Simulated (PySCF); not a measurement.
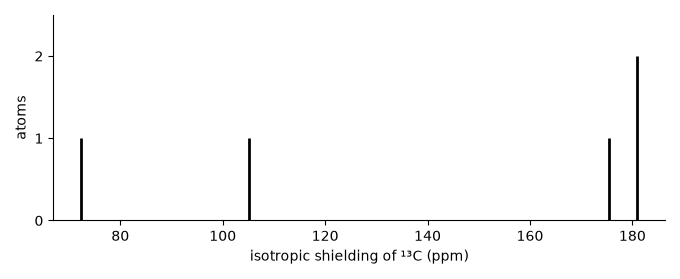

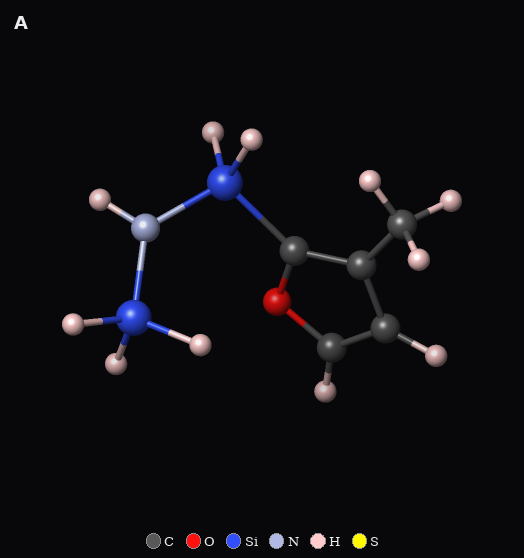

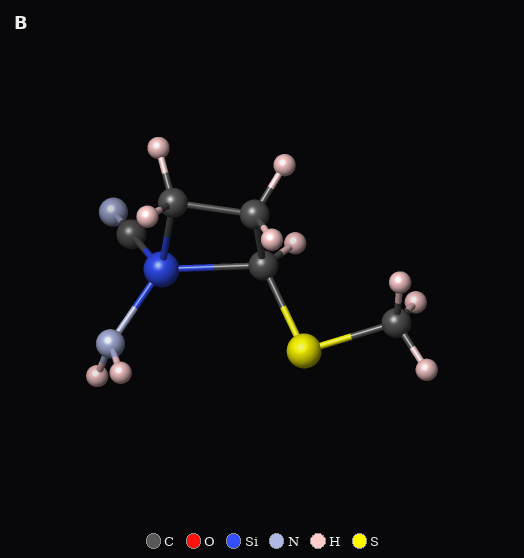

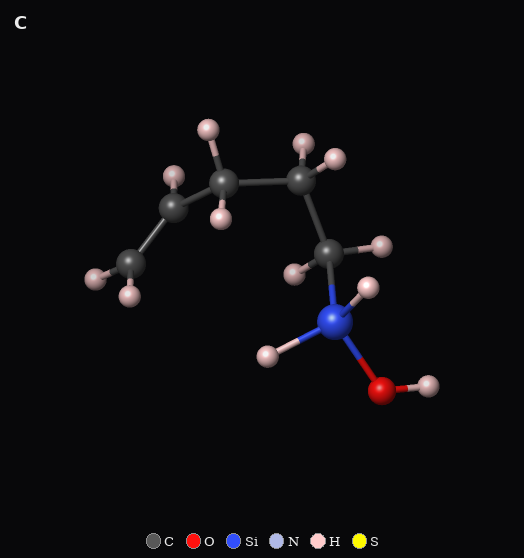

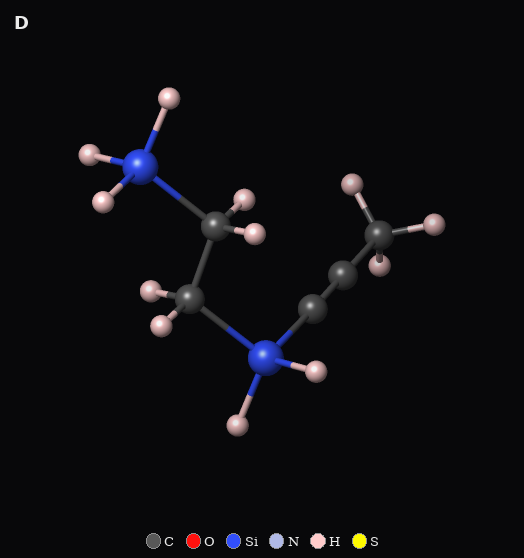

The sticks are computed shieldings of one of the molecules, for one fixed geometry (GFN2-xTB) without averaging over rotations. Low shielding means a high chemical shift. Method: GIAO PBE0/pcSseg-1 NMR shielding, non-relativistic, gas phase (PySCF 2.14.0).

**Which molecule gives this pattern?**

D, `CC#C[SiH2]CC[SiH3]`. Its 5 C atoms give lines at 72.3, 105.2, 175.5, 181.0 (2 atoms) ppm.

The geometry is semi-empirical. Around Si such bond lengths and angles can be off by a tenth of an ångström or more and by several degrees, and values that hang on the shape move with them.
